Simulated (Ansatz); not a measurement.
**AlGeH₄NO (SMILES [NH2][GeH]1[O][AlH]1): density, localisation and related maps**

```xyz
8

N    -1.0007    1.3304    0.5144
Ge    0.2391    0.0001    0.6269
O     1.1775   -0.3460   -0.9835
Al    0.4315   -1.8569   -0.7691
H    -0.6626    2.2764    0.6119
H    -1.6821    1.2712   -0.2261
H     1.2379    0.5119    1.6854
H     0.3517   -3.2441   -1.5156
```

Geometry: PBE0-D4/def2-TZVP.

Method: Ansatz 0.2.0, RKS PBE0-D4/def2-TZVPP.

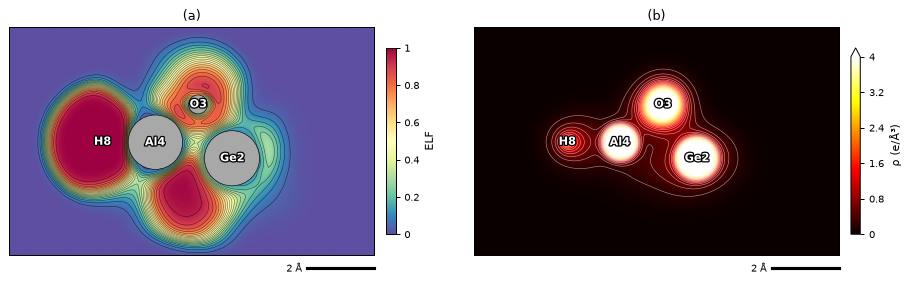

Figure 1. (a) ELF; (b) electron density on the plane of atoms O3, Al4 and H8. Grey discs cover the atomic cores in the ELF map.

**Interpret the plot.**

Atoms in the plane: Ge, O, Al and H.
Al–O (1.70 Å): ρ at the midpoint is about 0.95 e/Å³; the ELF peaks at about 0.85 in the valence shell of O, 0.6 Å from its nucleus, and is about 0.50 at the midpoint.
Ge–O (1.90 Å): ρ is about 0.78 e/Å³ halfway; the ELF peaks at about 0.80 in the valence shell of O, 0.6 Å from its nucleus, and is about 0.35 at the midpoint.
Al–Ge (2.33 Å): ρ at the midpoint is about 0.45 e/Å³; the ELF is about 0.50 at the midpoint.
Al–H (1.58 Å): ρ is about 0.57 e/Å³ halfway; the ELF climbs to about 1 towards the hydrogen.
The ELF also peaks beside O3, away from the bonds: lone-pair regions.

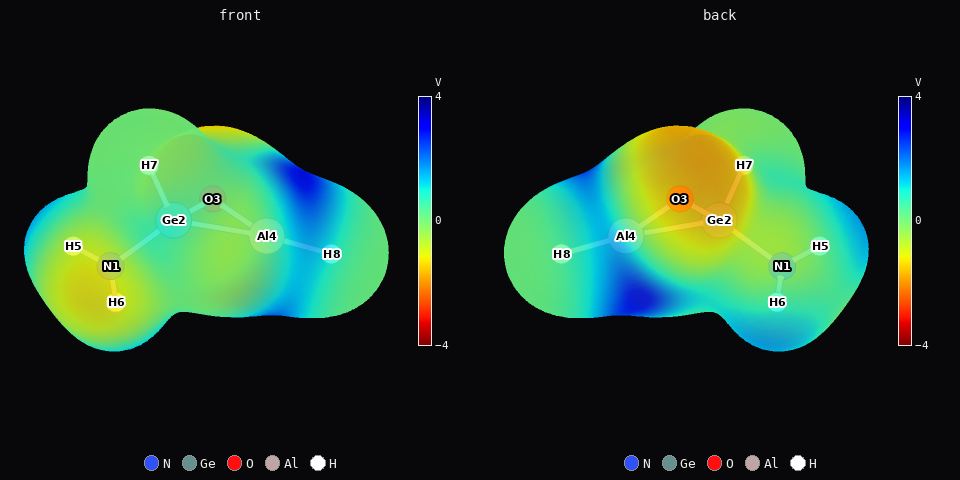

Figure 2. The molecular electrostatic potential painted on the density surface at 0.002 e/bohr³, seen from the front and from behind; the colour scale runs from red (negative) to blue (positive).

**Which sites attract a positive test charge, and which a negative one?**

A positive charge is drawn to the negative regions and a negative charge to the positive ones. The most negative region (about −1.9 V) lies over O3, the most positive (about +3.1 V) over Al4. O3 is the likeliest acceptor of a hydrogen bond.

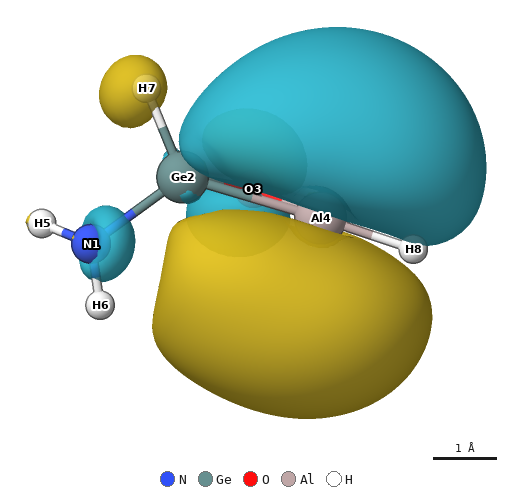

Figure 3. One frontier orbital at ±0.05 Å⁻³ᐟ² (yellow and cyan are the two phases), seen across its widest extent.

**Which orbital is it: HOMO or LUMO?**

The LUMO, at −1.41 eV. By Hirshfeld shares it lies mainly on Al4 (about 70 %), Ge2 (about 10 %) and O3 (about 10 %).

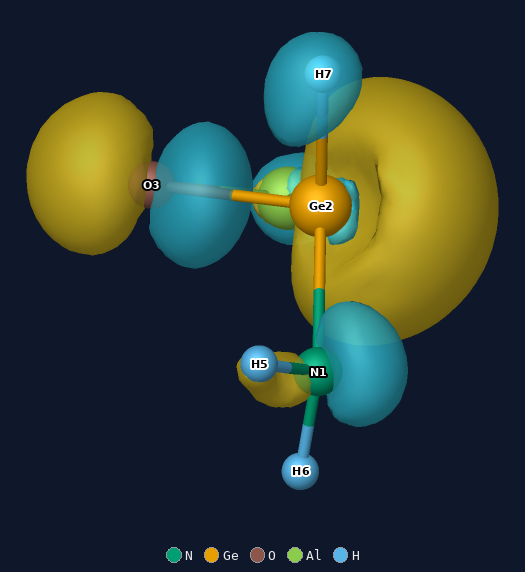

Figure 4. The HOMO at ±0.15 Å⁻³ᐟ² (yellow and cyan are the two phases), seen at an oblique angle.

**Where does this orbital lie, and at what energy?**

Its weight (Hirshfeld) is mainly on Ge2 (about 35 %), O3 (about 25 %) and Al4 (about 25 %). Its energy is −6.31 eV.
